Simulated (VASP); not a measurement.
Band structure of Fe$_{3}$Ge$_{2}$ (space group P-6m2). Level of theory: LDA (Ceperley-Alder, Perdew-Zunger) with spin-orbit coupling, VASP's LDA PAW potentials (set 64) (plane waves; VASP).

The run has a spin-polarised start.

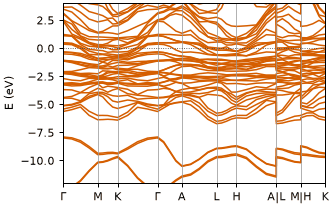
Figure: Bands along high-symmetry lines, zero at the valence-band maximum or, without a gap, the Fermi level

Task: Read the plot: is there a gap, and where are the band edges?

Result: It has no gap at this level: it comes out as a metal or semimetal.

The structure comes from a computed database's Fe3Ge2 entry (P-6m2); how it stands against other phases isn't given here. It was relaxed first, which changed the volume by -9 %.
